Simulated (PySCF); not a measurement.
H6Sb2, SMILES `[SbH3].[SbH3]`.

Level of theory: PBE0/def2-SVPD (PySCF), at a geometry from GFN2-xTB. Core potentials replace the inner electrons of Sb; spin–orbit coupling isn't included. GFN2-xTB bond lengths at metals and heavier atoms can be off by up to 0.1 Å and shapes distorted, which carries into these values.

Input script:

```python
import numpy as np
from pyscf import gto, scf, dft
from pyscf.scf import atom_ks, atom_hf
from scipy.linalg import block_diag
from pyscf.dispersion import dftd3

def solve(mol, dm0=None, hcore=None):
    mf = (dft.UKS if mol.spin else dft.RKS)(mol, xc='pbe0')
    mf.grids.level = 3
    mf = mf.density_fit(auxbasis='def2-universal-jkfit')
    mf.conv_tol, mf.max_cycle = 1e-8, 80
    if hcore is not None:
        mf.get_hcore = lambda *args: hcore
    mf.kernel(dm0)
    if not mf.converged:
        mf = mf.newton().run(mf.mo_coeff, mf.mo_occ, max_cycle=30)
    assert mf.converged, 'SCF not converged'
    return mf

mol = gto.M(atom='''
Sb    -2.07385     0.00294    -0.00011
H     -1.03111     1.31553     0.10868
H     -1.11917    -0.63584    -1.23172
H     -1.13104    -0.81950     1.12797
Sb     1.99823    -0.05149     0.00162
H      3.63400     0.36807    -0.12288
H      1.84052     1.12479     1.19414
H      1.66327     1.12295    -1.15359
''', basis='def2-svpd', ecp={'Sb': 'def2-svpd'}, charge=0, spin=0, verbose=4)
mol_a = gto.M(atom='''
Sb    -2.07385     0.00294    -0.00011
H     -1.03111     1.31553     0.10868
H     -1.11917    -0.63584    -1.23172
H     -1.13104    -0.81950     1.12797
ghost-Sb     1.99823    -0.05149     0.00162
ghost-H      3.63400     0.36807    -0.12288
ghost-H      1.84052     1.12479     1.19414
ghost-H      1.66327     1.12295    -1.15359
''', basis='def2-svpd', ecp={'Sb': 'def2-svpd'}, charge=0, spin=0, verbose=4)
mol_b = gto.M(atom='''
ghost-Sb    -2.07385     0.00294    -0.00011
ghost-H     -1.03111     1.31553     0.10868
ghost-H     -1.11917    -0.63584    -1.23172
ghost-H     -1.13104    -0.81950     1.12797
Sb     1.99823    -0.05149     0.00162
H      3.63400     0.36807    -0.12288
H      1.84052     1.12479     1.19414
H      1.66327     1.12295    -1.15359
''', basis='def2-svpd', ecp={'Sb': 'def2-svpd'}, charge=0, spin=0, verbose=4)
ab, a, b = solve(mol), solve(mol_a), solve(mol_b)
e_int = ab.e_tot - a.e_tot - b.e_tot
print('counterpoise-corrected interaction energy / kcal/mol', e_int * 627.5095)
def disp(atoms, charge):
    m = gto.M(atom=atoms, charge=charge, basis='sto-3g', spin=None, unit='Bohr', verbose=0)
    return dftd3.DFTD3Dispersion(m, xc='pbe0', version='d3bj').get_dispersion()['energy']
e_disp = disp(mol._atom, mol.charge) - disp(mol._atom[:4], mol_a.charge) - disp(mol._atom[4:], mol_b.charge)
print('D3(BJ) part / kcal/mol', e_disp * 627.5095)
# spherically averaged free atoms, for the promolecule
atom_ks.AtomSphAverageRKS.init_guess_by_vsap = lambda self, mol=None: self.init_guess_by_minao(mol)  # core potentials
atm = atom_ks.get_atm_nrks(mol, xc='pbe0')
pro = block_diag(*[(atm[a[0]][2] * atm[a[0]][3]) @ atm[a[0]][2].T for a in mol._atom])
np.savez('result.npz', e_int=e_int, e_disp=e_disp, dm_a=a.make_rdm1(), dm_b=b.make_rdm1(), c=ab.mo_coeff, occ=ab.mo_occ, eps=ab.mo_energy, pro=pro, d=[f.dip_moment(verbose=0) for f in (ab, a, b)])
```

Launched as:

```sh
OMP_NUM_THREADS=1 python input.py
```

The run took 25 s on 1 thread of Arm Neoverse V2 (shared host), peak memory 0.51 GiB.

Partitions, critical points and surface values were worked out afterwards from this run's density.

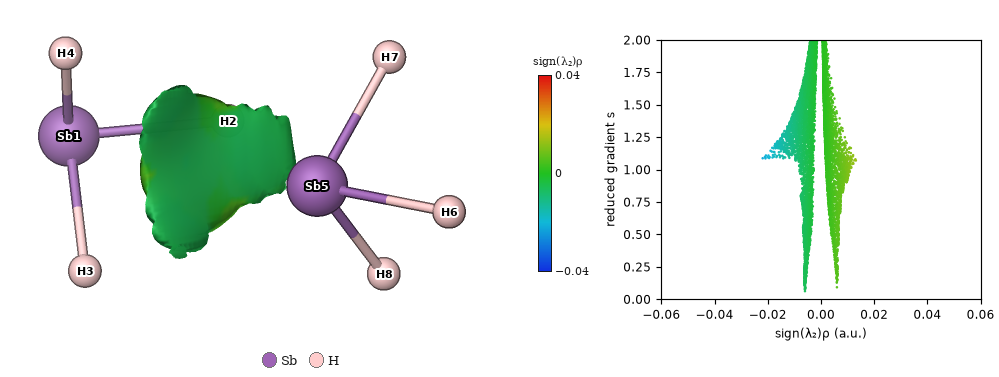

Non-covalent interaction surfaces between the fragments (reduced density gradient s = 0.4, coloured by sign(λ₂)ρ in a.u.; trimmed to the region between the fragments where ρ is under 0.06 a.u.). Fragment A: SbH3 (atoms 1–4); fragment B: SbH3. The plot gives s against sign(λ₂)ρ for grid points between the fragments.

> Which interactions hold the two fragments together?

Bond critical points between the fragments: Sb1···Sb5, 4.07 Å, ρ = 0.006 a.u. It is weak and appears green (van der Waals range). The pose is a local one from a semi-empirical search, not shown to be the most stable.

> How strongly are they bound?

The counterpoise-corrected interaction energy of the frozen fragments is +0.5 kcal/mol without dispersion correction and −1.2 kcal/mol with D3(BJ). The pair geometry is semi-empirical, not a minimum at this level.
